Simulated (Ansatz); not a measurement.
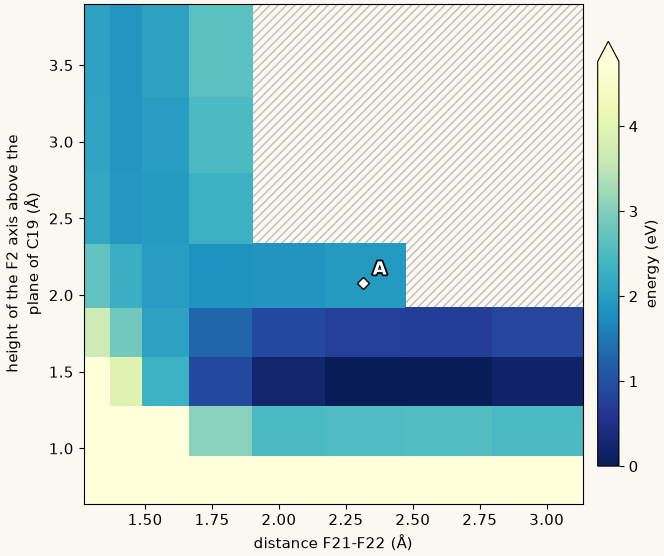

F₂ on a C(101) slab cut from the P6_3/mmc phase, its upper half relaxed before the scan (20 atoms of substrate and one adsorbate in a 2 × 1 cell). F2 lies flat over one site of a rigid substrate while its bond length and height are varied; it sits over a bridge site, heights counted from the top plane, its axis along the first surface vector. Coordinates scanned: (1) distance F21-F22; (2) height of the F2 axis above the plane of C19. The scan uses an 8 × 8 grid. At 14 points there is no value (left out: too close to the surface, or the stretched molecule far from it). Points are written as (first, second). All energies are given in eV relative to the lowest grid point. Computed with DFT PBE, scalar-relativistic, plane waves, PAW (Ansatz). Settings: cutoff 420 eV, k-mesh 6×6×1, gaussian smearing 0.05 eV, no spin polarisation.

Drawn: one coloured cell a grid point, one colour for all values above the top of the scale, hatched blanks where no value was computed, the point A.

### Which way does the force act at A, and how strong is it?

A, at (2.314 Å, 2.08 Å), is not a stationary point. The computed force is 0.27 eV for each Å towards smaller values of distance F21-F22 and 2.9 eV for each Å towards smaller values of the second coordinate.

PAW datasets: the set soft_1.
